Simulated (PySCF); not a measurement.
Molecule: In(Me)3(OH2), C3H11InO, singlet. Atoms near the plane z = 0.0 Å, at the GFN2-xTB optimised geometry (x, y, z in Å): In1 (-0.2, 0.1, 0.0), C2 (2.0, 0.1, 0.0), H3 (2.4, 0.4, 1.0), H4 (2.4, 0.9, -0.7), H5 (2.4, -0.8, -0.3), C6 (-1.4, 2.1, 0.0), H7 (-1.1, 2.6, -0.9), H8 (-1.1, 2.7, 0.9), H9 (-2.4, 1.9, 0.0), C10 (-1.2, -1.8, 0.3), H11 (-0.5, -2.7, 0.1), H12 (-2.1, -1.9, -0.3).

Computed with PBE0/def2-TZVP, def2 effective core potentials past Kr (PySCF). The core electrons that the potentials of In replace are not part of the density. Cells within 0.4 Å of a nucleus heavier than hydrogen are left out (blank, or x). The values are rescaled to run from 0 to 1.

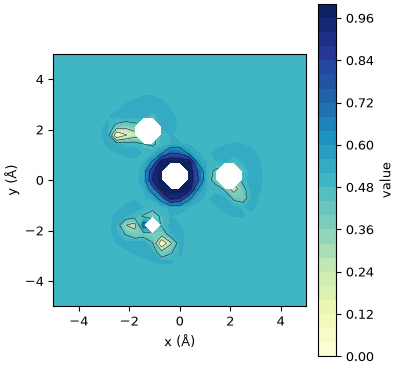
Figure: a field on the plane z = 0.0 Å.

Question: Which quantity is mapped?
A) deformation density (molecule minus spherical neutral atoms)
B) electrostatic potential
C) Laplacian of the electron density
D) electron localisation function

Answer: C, Laplacian of the electron density. In full: Laplacian of the electron density (e/bohr⁵), clipped to [-1.50, 1.50].
